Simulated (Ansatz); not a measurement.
Density of states of Ta3PC2 (P6_3/mmc, 12 atoms in the cell).

```yaml
crystal:
  lattice:
    - [3.10716, 0.00000, 0.00000]
    - [-1.55358, 2.69088, 0.00000]
    - [0.00000, 0.00000, 17.90139]
  atoms:
    - { symbol: Ta, position: [0.00000, 0.00000, 0.00000] }
    - { symbol: Ta, position: [0.00000, 0.00000, 0.50000] }
    - { symbol: Ta, position: [0.33333, 0.66667, 0.13500] }
    - { symbol: Ta, position: [0.66667, 0.33333, 0.63500] }
    - { symbol: Ta, position: [0.66667, 0.33333, 0.86500] }
    - { symbol: Ta, position: [0.33333, 0.66667, 0.36500] }
    - { symbol: P, position: [0.00000, 0.00000, 0.25000] }
    - { symbol: P, position: [0.00000, 0.00000, 0.75000] }
    - { symbol: C, position: [0.33333, 0.66667, 0.57250] }
    - { symbol: C, position: [0.66667, 0.33333, 0.07250] }
    - { symbol: C, position: [0.66667, 0.33333, 0.42750] }
    - { symbol: C, position: [0.33333, 0.66667, 0.92750] }
```

Method of the run: revPBE, default PAW files made with PBE (plane waves; Ansatz, a quantum-chemistry and plane-wave program).

SCF settings: basis.ecutwfc = 420 eV; kpoints.mp_grid.grid = 10 10 2; hamiltonian.xc = revpbe; hamiltonian.pseudopotentials = {kind: paw} (the program's default PAW files); scf.occupations.method = gaussian; scf.occupations.width = 0.1 eV. Keys of the DOS step: output.dos.nscf_kmesh.grid = 15 15 3.

The starting cell was generated: these elements placed on a structure prototype, without a prior relaxation; it need not be a known phase or ordering of this composition. Spin-orbit coupling is off. Spin polarisation is off.

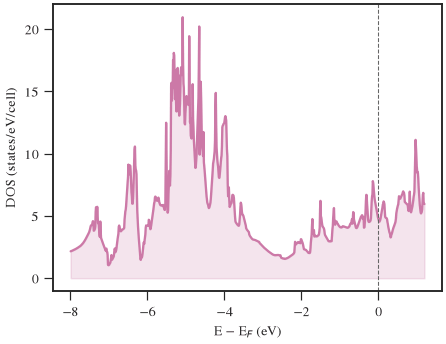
Figure. Total density of states, both spins summed.

Total DOS (both spins), as means of the tabulated values in each energy bin; the zero is the program's Fermi level or highest filled level, and the curve is cut to this window:

(E (eV), states/eV/cell): (-7.75, 2.72); (-7.25, 3.50); (-6.75, 3.45); (-6.25, 5.41); (-5.75, 5.83); (-5.25, 13.7); (-4.75, 12.3); (-4.25, 8.89); (-3.75, 6.56); (-3.25, 3.33); (-2.75, 2.02); (-2.25, 2.12); (-1.75, 3.07); (-1.25, 3.91); (-0.75, 4.27); (-0.25, 5.41); (0.25, 4.64); (0.75, 6.63)

Around zero the curve holds about 5.7 states/eV/cell.

Keys are those of Ansatz 0.2.
